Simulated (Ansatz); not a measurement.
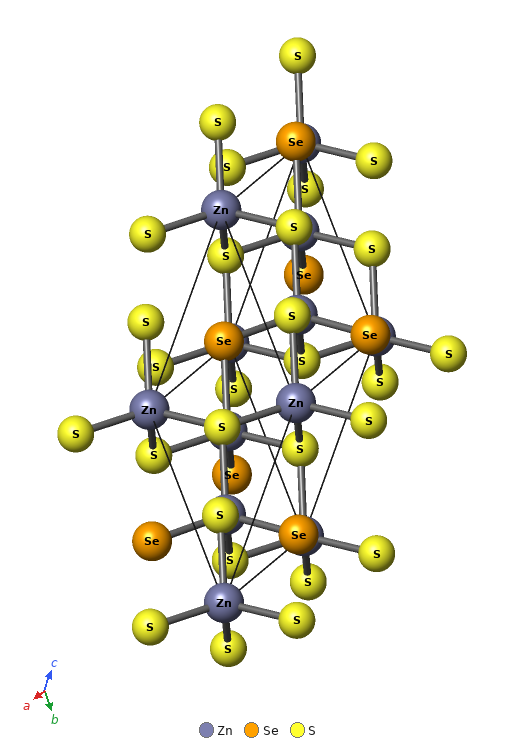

Ball-and-stick drawing of the structure, looking slightly off an axis. The simulation cell is outlined; an atom on or near a face, edge or corner is repeated at each equivalent position. Some neighbours outside the box are added.

The program read this input:
```yaml
crystal:
  lattice:
    - [-1.9587867, 1.9587867, 8.3070959]
    - [1.9587867, -1.9587867, 8.3070959]
    - [1.9587867, 1.9587867, -8.3070959]
  atoms:
    - { symbol: Zn, position: [0.660712, 0.660712, 0.0] }
    - { symbol: Zn, position: [0.0, 0.0, 0.0] }
    - { symbol: Zn, position: [0.339288, 0.339288, 0.0] }
    - { symbol: Se, position: [0.75, 0.25, 0.5] }
    - { symbol: S, position: [0.080347, 0.580347, 0.5] }
    - { symbol: S, position: [0.419653, 0.919653, 0.5] }
basis:
  ecutwfc: 420
kpoints:
  mp_grid: { grid: [10, 10, 10] }
  band_path:
    path:
      - [[0.0, 0.0, 0.0], [0.0, 0.0, 0.5], [0.25, 0.25, 0.25], [0.0, 0.5, 0.0], [0.0, 0.0, 0.0], [0.5, 0.5, -0.5], [0.26390003, 0.73609997, -0.26390003]]
      - [[-0.26390003, 0.26390003, 0.26390003], [0.0, 0.0, 0.0]]
      - [[0.0, 0.0, 0.5], [-0.02780007, 0.02780007, 0.5]]
      - [[0.5, 0.5, -0.02780007], [0.5, 0.5, -0.5]]
    npoints: 14
hamiltonian:
  xc: pbe
scf:
  occupations: { method: gaussian, width: 0.02 }
  n_extra_bands: 15
output:
  forces: true
  stress: true
  eigenvalues: true
  populations: true
  dos: { projected: true, de: 0.02, nscf_kmesh: { grid: [15, 15, 15] } }
  bader: true
  write_density: true
  write_potential: true
  elf: true
  volumetric_format: npy
```
Run as:
```sh
ansatz run input.yaml --threads 4 --pin off --max-ram 8192MiB --backend cpu --events-out ev --progress --plain --runs-dir out
```

Calculation details: DFT PBE, scalar-relativistic, plane waves, PAW in Ansatz 0.2.0; plane-wave cutoff 420 eV, a 10×10×10 grid in reciprocal space, Gaussian smearing of 0.02 eV, no spin polarisation.

Q: How are the electrons shared out in a Bader analysis?

A: Zn +0.82 to +0.89 e; Se -0.75 e; S -0.89 e. The transfer is large, as in an ionic solid.

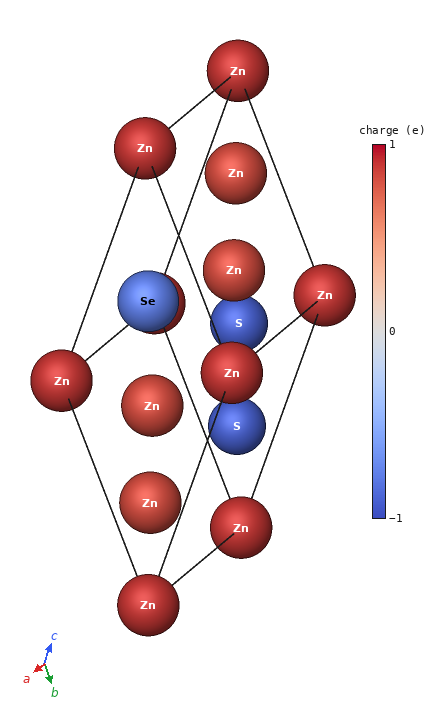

The atoms coloured by those charges.

The initial geometry was a structure type filled with these elements by a generator (whether the compound takes this form wasn't checked). Earlier steps of the study, as a rule a relaxation of our own, may have changed the cell and positions, so they can lie some per cent off the listed ones. A calculation with Ansatz used it as input.
